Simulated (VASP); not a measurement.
Band structure of LuInO$_{3}$ (space group Pm-3m). All values below come from PBEsol GGA, VASP's PBE PAW potentials (set 64) (plane waves; VASP).

Unless said otherwise, spin-orbit coupling is left out, though it shifts the bands of the heavy elements here.

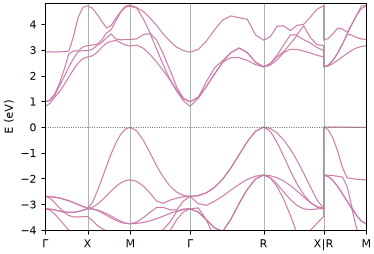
Figure: Bands along high-symmetry lines, zero at the valence-band maximum or, without a gap, the Fermi level

Q: Read the plot: is there a gap, and where are the band edges?

A: The gap is indirect, 0.80 eV, from the valence maximum at R to the conduction minimum at Γ.

The structure was generated: LuInO3 was put into an ordered model structure, which need not be its known phase. The cell was not relaxed at this level.
